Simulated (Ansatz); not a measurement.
# Single-point calculation, with input and output: C3H6AlIn

The run: single-point calculation of C3H6AlIn. Method and program: RKS r2SCAN0-D4/def2-TZVPP (Ansatz 0.2.0).

The geometry comes from this level: PBE0-D4/def2-TZVP.

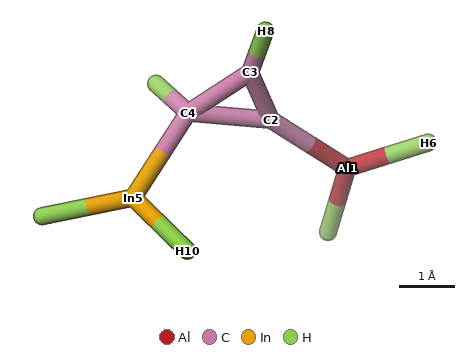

Fig. 1: The structure (stick view, seen at a tilt; atoms are numbered from 1 in the order of the input). Sticks mark near contacts. Bond lengths as drawn: Al–C 1.91 Å, Al–H 1.58 Å, C–C 1.30 to 1.57 Å, C–H 1.08 to 1.09 Å, C–In 2.15 Å and H–In 1.73 to 1.74 Å.

### Input
```yaml
crystal:
  periodic: [false, false, false]
  atoms:
    - {symbol: Al, position_ang: [-1.787087, 1.629620, 0.367668]}
    - {symbol: C, position_ang: [-0.639114, 0.120146, 0.613676]}
    - {symbol: C, position_ang: [0.111330, -0.603832, 1.389068]}
    - {symbol: C, position_ang: [0.142149, -1.092497, -0.006702]}
    - {symbol: In, position_ang: [1.781581, -0.731812, -1.344028]}
    - {symbol: H, position_ang: [-2.172105, 2.509849, 1.626651]}
    - {symbol: H, position_ang: [-2.320033, 1.962936, -1.085959]}
    - {symbol: H, position_ang: [0.488683, -0.774910, 2.385505]}
    - {symbol: H, position_ang: [-0.451731, -1.985805, -0.211911]}
    - {symbol: H, position_ang: [2.582393, 0.795924, -1.144164]}
    - {symbol: H, position_ang: [2.263926, -1.829617, -2.589804]}
basis:
  gaussian: {orbitals: def2-TZVPP}
hamiltonian: {xc: {name: r2SCAN0}, dispersion: d4}
output: {orbitals: {seedname: orbitals}}
```

Hardware: 4 threads of Arm Neoverse V2, 23 GiB of memory available, shared host.

Command:
```bash
ansatz run in.yaml --threads 4 --pin off --events-out ev --progress --plain --max-ram 10444MiB
```

### Log
```
Functional definition: r2SCAN0
  name "r2SCAN0"
  cite "Bursch, Neugebauer, Ehlert & Grimme, J. Chem. Phys. 156, 134105 (2022) doi:10.1063/5.0086040"
  cite "Furness, Kaplan, Ning, Perdew & Sun, J. Phys. Chem. Lett. 11, 8208 (2020) doi:10.1021/acs.jpclett.0c02405"
  cite "Furness, Kaplan, Ning, Perdew & Sun, J. Phys. Chem. Lett. 11, 9248 (2020) doi:10.1021/acs.jpclett.0c03077"
  parent r2scan
  parameter a = 0.25
  parameter k0 = 0.174
  parameter k1 = 0.065
  parameter a1 = 4.9479
  exchange = (1 - a)*r2scan_x(k0 = k0, k1 = k1, a1 = a1) + a*exact_x
  correlation = r2scan_c
1675 factors; their error is unknown
mean field evaluation 1: about -14966.3366 eV, gradient 5.8e1 eV
mean field evaluation 2: about -14944.6498 eV, gradient 1.0e2 eV
mean field evaluation 4: about -14974.6223 eV, gradient 7.1e0 eV
mean field evaluation 8: about -14974.7989 eV, gradient 5.3e-1 eV
mean field evaluation 16: about -14974.7992 eV, gradient 3.5e-5 eV
mean field -14974.79923119 eV, -550.3137214629 hartree, gradient 3.6e-5 eV, S^2 0.000000; 0 other end points of the search recorded, 0 dependent functions left out
reference -14974.79924829 eV, -550.3137220910 hartree; 29, 29 occupied and 240, 240 virtual orbitals, 1675 factors
Total energy: -14974.87542699 eV, -550.3165216069 hartree
```

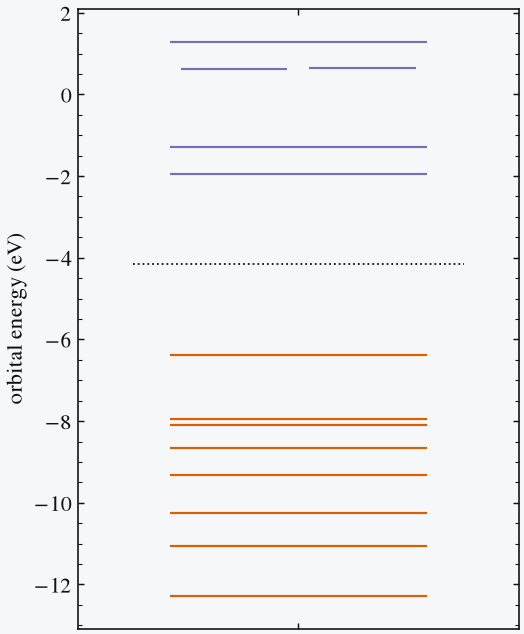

Fig. 2: Orbital energies near the frontier; the dotted line parts filled from empty levels, and levels within 0.02 eV of each other stand side by side. Highest filled −6.38 eV, lowest empty −1.95 eV, 4.43 eV apart.

### Results in brief

| quantity | value |
| --- | --- |
| outcome | converged |
| total energy | −14974.8754 eV |
| mean-field energy | −14974.7992 eV |
| dispersion energy | −0.0762 eV |
| SCF solution under orbital rotations | stable |
| HOMO | −6.38 eV |
| LUMO | −1.95 eV |
| wall time | 5.5 s (CPU time 19 s) |
| peak memory | 0.8 GiB |
